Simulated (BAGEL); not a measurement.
# ZnSiH4O (SMILES [OH][Zn][SiH3]): HF/6-31G(d) (density fitting with qzvpp-jkfit, spherical functions)

What is the vertical singlet–triplet gap of ZnSiH4O at HF/6-31G* (density fitting with qzvpp-jkfit, spherical functions)? 

Program for the calculation: BAGEL 1.2.2.

7 further runs of the same task are left out: 1 for a known fault of the program, 4 that didn't finish, 2 set aside as unsound or not needed.

### 1 The molecule

The species is ZnSiH4O (7 atoms), meant as a singlet with charge 0. SMILES: `[OH][Zn][SiH3]`. The shape comes from GFN2-xTB, which is rough for such elements, and wasn't checked as a minimum.

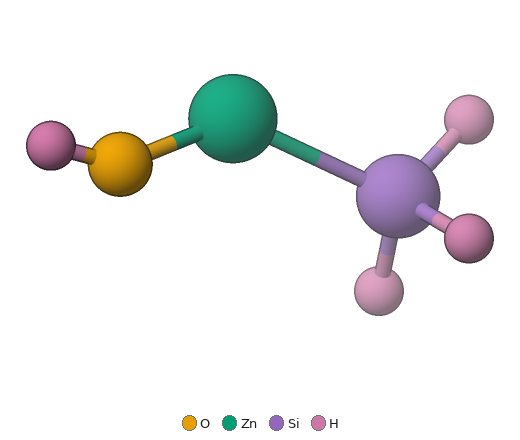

The structure, seen from a chosen angle (oxygen amber, zinc teal, silicon purple, hydrogen pink).

### 2 The energy at HF/6-31G(d) (density fitting with qzvpp-jkfit, spherical functions)

Input file hf.json:

```json
{ "bagel": [

{
  "title": "molecule",
  "basis": "6-31gs.json",
  "df_basis": "qzvpp-jkfit",
  "angstrom": true,
  "geometry": [
    { "atom": "O", "xyz": [      -1.451210,      -2.011740,      -0.035210 ] },
    { "atom": "Zn", "xyz": [      -1.076640,      -0.334710,      -0.240160 ] },
    { "atom": "Si", "xyz": [       0.805560,       1.015810,       0.033630 ] },
    { "atom": "H", "xyz": [      -2.116470,      -2.690910,      -0.079500 ] },
    { "atom": "H", "xyz": [       1.927770,       0.598300,      -0.815750 ] },
    { "atom": "H", "xyz": [       1.314900,       0.990980,       1.411180 ] },
    { "atom": "H", "xyz": [       0.596090,       2.432270,      -0.274190 ] }
  ]
},

{
  "title": "hf"
},

{
  "title": "print",
  "file": "orbitals.molden",
  "orbitals": true
}

]}
```

The basis set 6-31G* is read from a file made from the Basis Set Exchange's data (not shown).

The run is started by

```
$ BAGEL_NUM_THREADS=1 BAGEL hf.json > hf.out
```

Output:

```text
* using 1 threads per process

  ===============================================================
  ===============================================================

  *** Geometry ***

  { "atom" : "O", "xyz" : [     -2.742389,     -3.801638,     -0.066537 ] },
  { "atom" : "Zn", "xyz" : [     -2.034555,     -0.632510,     -0.453837 ] },
  { "atom" : "Si", "xyz" : [      1.522288,      1.919603,      0.063551 ] },
  { "atom" : "H", "xyz" : [     -3.999549,     -5.085083,     -0.150233 ] },
  { "atom" : "H", "xyz" : [      3.642957,      1.130623,     -1.541544 ] },
  { "atom" : "H", "xyz" : [      2.484801,      1.872681,      2.666744 ] },
  { "atom" : "H", "xyz" : [      1.126447,      4.596324,     -0.518144 ] },

  Number of auxiliary basis functions:      541

  Since a DF basis is specified, we compute 2- and 3-index integrals:
    o Being stored without compression. Storage requirement is 0.024 GB

  Number of basis functions:       74
  Number of electrons      :       56

    * METHOD: MOLECULE                             0.33

  *** RHF ***

  === Nuclear Repulsion ===
   230.3102228700

      * DIIS with orbital gradients will be used.

  === RHF iteration (6-31gs.json) ===
      0      -2143.34275768          0.02277446           0.08
      1      -2143.43932731          0.01960803           0.08
      2      -2143.58070613          0.00149699           0.08
      3      -2143.58275318          0.00037280           0.08
      4      -2143.58287030          0.00017232           0.08
      5      -2143.58288842          0.00004956           0.07
      6      -2143.58289121          0.00001559           0.07
      7      -2143.58289160          0.00000306           0.08
      8      -2143.58289161          0.00000128           0.08
      9      -2143.58289161          0.00000061           0.08
     10      -2143.58289161          0.00000016           0.08
     11      -2143.58289161          0.00000007           0.08
     12      -2143.58289161          0.00000003           0.08
     13      -2143.58289161          0.00000001           0.08
    * SCF iteration converged.

    * Permanent dipole moment:
           (    1.124250,    -0.257628,     0.349402) a.u.

    * METHOD: HF                                   1.33

    * METHOD: PRINT                                0.01

  ===============================================================
```

Run time: 1.8 s. Hardware: 1 thread of Arm Neoverse V1, shared host; peak memory 0.12 GiB.

### 3 The triplet

Input file input.json:

```json
{ "bagel": [

{
  "title": "molecule",
  "basis": "6-31gs.json",
  "df_basis": "qzvpp-jkfit",
  "angstrom": "true",
  "geometry": [
    { "atom": "O", "xyz": [      -1.451210,      -2.011740,      -0.035210 ] },
    { "atom": "Zn", "xyz": [      -1.076640,      -0.334710,      -0.240160 ] },
    { "atom": "Si", "xyz": [       0.805560,       1.015810,       0.033630 ] },
    { "atom": "H", "xyz": [      -2.116470,      -2.690910,      -0.079500 ] },
    { "atom": "H", "xyz": [       1.927770,       0.598300,      -0.815750 ] },
    { "atom": "H", "xyz": [       1.314900,       0.990980,       1.411180 ] },
    { "atom": "H", "xyz": [       0.596090,       2.432270,      -0.274190 ] }
  ]
},

{
  "title": "uhf",
  "nopen": 2
},

{
  "title": "print",
  "file": "orbitals.molden",
  "orbitals": "true"
}

]}
```

The basis set 6-31G* is read from a file made from the Basis Set Exchange's data (not shown).

The run is started by

```
$ BAGEL_NUM_THREADS=1 BAGEL input.json > input.out
```

Output:

```text
* using 1 threads per process

  ===============================================================
  ===============================================================

  *** Geometry ***

  { "atom" : "O", "xyz" : [     -2.742389,     -3.801638,     -0.066537 ] },
  { "atom" : "Zn", "xyz" : [     -2.034555,     -0.632510,     -0.453837 ] },
  { "atom" : "Si", "xyz" : [      1.522288,      1.919603,      0.063551 ] },
  { "atom" : "H", "xyz" : [     -3.999549,     -5.085083,     -0.150233 ] },
  { "atom" : "H", "xyz" : [      3.642957,      1.130623,     -1.541544 ] },
  { "atom" : "H", "xyz" : [      2.484801,      1.872681,      2.666744 ] },
  { "atom" : "H", "xyz" : [      1.126447,      4.596324,     -0.518144 ] },

  Number of auxiliary basis functions:      541

  Since a DF basis is specified, we compute 2- and 3-index integrals:
    o Being stored without compression. Storage requirement is 0.024 GB

  Number of basis functions:       74
  Number of electrons      :       56

    * METHOD: MOLECULE                             0.33

  *** Open-shell HF ***

  === Nuclear Repulsion ===
   230.3102228700

      * DIIS with orbital gradients will be used.

  === UHF iteration (6-31gs.json) ===
      0      -2143.14474212          0.04375395           0.16
      1      -2143.19130620          0.04637437           0.16
      2      -2143.28773316          0.03581322           0.16
      3      -2143.42360211          0.00296707           0.15
      4      -2143.42985674          0.00157933           0.15
      5      -2143.43219623          0.00084518           0.15
      6      -2143.43308455          0.00043796           0.15
      7      -2143.43335052          0.00017033           0.15
      8      -2143.43342760          0.00006878           0.15
      9      -2143.43344053          0.00002482           0.15
     10      -2143.43344190          0.00001366           0.16
     11      -2143.43344236          0.00000561           0.16
     12      -2143.43344245          0.00000240           0.15
     13      -2143.43344246          0.00000144           0.15
     14      -2143.43344247          0.00000080           0.15
     15      -2143.43344247          0.00000038           0.16
     16      -2143.43344247          0.00000023           0.15
     17      -2143.43344247          0.00000016           0.15
     18      -2143.43344247          0.00000009           0.15
     19      -2143.43344247          0.00000005           0.15
     20      -2143.43344247          0.00000003           0.15
     21      -2143.43344247          0.00000002           0.15
     22      -2143.43344247          0.00000001           0.15
     23      -2143.43344247          0.00000001           0.15
    * SCF iteration converged.

    * S^2 (UHF) is 2.0058

    * Permanent dipole moment:
           (   -0.973777,    -0.579370,    -0.169322) a.u.

    * METHOD: UHF                                  3.95

    * METHOD: PRINT                                0.01

  ===============================================================
```

Wall time 4.5 s (1 thread of Arm Neoverse V1, shared host); peak memory 0.12 GiB.

### 4 Summary of results

Level: HF/6-31G* (density fitting with qzvpp-jkfit, spherical functions).

| quantity | value |
| --- | --- |
| singlet: total energy | -2143.58289 Eh |
| singlet: dipole moment | 3.06 D |
| singlet: HOMO energy | -10.09 eV |
| singlet: LUMO energy | 1.07 eV |
| singlet: HOMO–LUMO gap | 11.17 eV |
| triplet: total energy | -2143.43344 Eh |
| triplet: dipole moment | 2.91 D |
| triplet: ⟨S²⟩ | 2.006 |
| vertical energy of the triplet above the singlet | 4.067 eV |

In words: At this shape the triplet lies 4.07 eV (94 kcal/mol) above the singlet.
